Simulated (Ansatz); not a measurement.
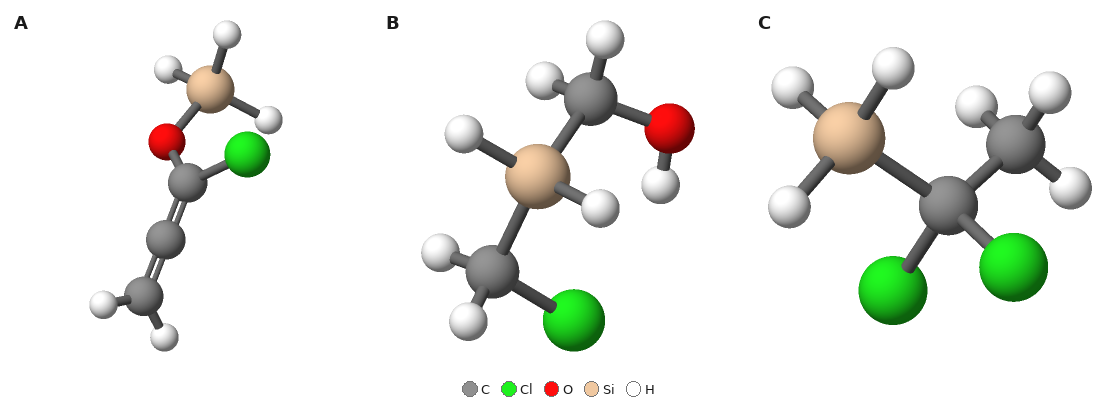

Simulated data, not a measurement (program: Ansatz).

```yaml
crystal:
  periodic: [false, false, false]
  atoms:
    - {symbol: C, position_ang: [1.189358, -2.472752, 0.588628]}
    - {symbol: C, position_ang: [0.610538, -1.424241, 0.087020]}
    - {symbol: C, position_ang: [0.036694, -0.380989, -0.438656]}
    - {symbol: Cl, position_ang: [-1.180636, -0.589992, -1.671693]}
    - {symbol: O, position_ang: [0.326287, 0.888525, -0.126070]}
    - {symbol: Si, position_ang: [-0.745012, 2.166177, -0.040160]}
    - {symbol: H, position_ang: [0.786213, -2.982786, 1.459878]}
    - {symbol: H, position_ang: [2.101046, -2.878915, 0.157417]}
    - {symbol: H, position_ang: [-1.953717, 1.770141, 0.723270]}
    - {symbol: H, position_ang: [0.017978, 3.212502, 0.673971]}
    - {symbol: H, position_ang: [-1.123347, 2.635332, -1.393003]}
basis:
  gaussian: {orbitals: def2-TZVPP}
hamiltonian: {xc: {name: PBE-QIDH}}
```

Which panel shows the molecule in this file?

Answer. A. The file holds C3H5ClOSi, `C=C=C(Cl)O[SiH3]`.
